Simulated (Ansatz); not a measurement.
```yaml
atoms:
  - { symbol: Cl, position_ang: [-1.4722, 1.7756, -0.1768] }
  - { symbol: O, position_ang: [-1.1414, -1.0272, -1.1070] }
  - { symbol: O, position_ang: [1.2756, -1.5300, 0.1520] }
  - { symbol: O, position_ang: [-0.2512, 0.0099, 1.8781] }
  - { symbol: O, position_ang: [1.3541, 1.0801, -0.7778] }
  - { symbol: Ta, position_ang: [0.0885, -0.1011, 0.0099] }
  - { symbol: H, position_ang: [-1.9559, -0.6354, -1.4415] }
  - { symbol: H, position_ang: [1.8837, -2.2652, 0.2248] }
  - { symbol: H, position_ang: [-0.8480, 0.6552, 2.2733] }
  - { symbol: H, position_ang: [1.1500, 1.9870, -1.0320] }
```

Geometry: PBE0-D4/def2-SVP; core potentials replace the inner electrons of Ta.

Theory: isolated molecule in a Gaussian basis; Kohn-Sham density functional theory, functional PBE0 in Ansatz 0.2.0.

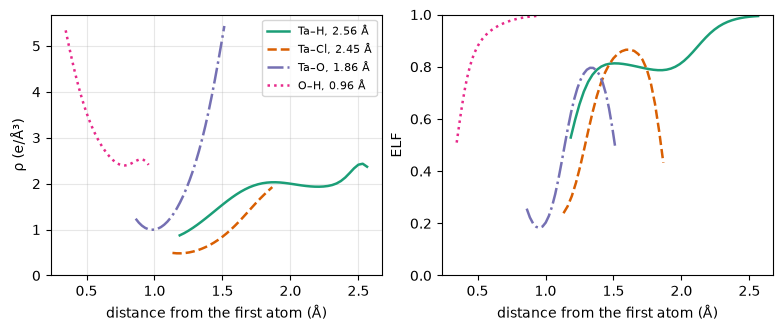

ClH₄O₄Ta. Electron density and electron localisation function along straight lines between neighbouring atoms. The curves leave out the atomic cores.

Q: What can be read from the curves?

A: Ta6···H7 (2.56 Å): the density falls to about 0.87 e/Å³ on the way; the ELF climbs to about 0.95 towards the hydrogen.
Ta–Cl (2.45 Å): ρ at the midpoint is about 0.49 e/Å³; the ELF peaks at about 0.85 in the valence shell of Cl, 0.8 Å from its nucleus, and is about 0.35 at the midpoint.
Ta–O (1.86 Å): ρ at the midpoint is about 1 e/Å³; the ELF peaks at about 0.80 in the valence shell of O, 0.5 Å from its nucleus, and drops to about 0.20 between the two atoms.
O–H (0.96 Å): ρ at the midpoint is about 3.7 e/Å³; the ELF climbs to about 1 towards the hydrogen; an ordinary covalent bond to hydrogen.
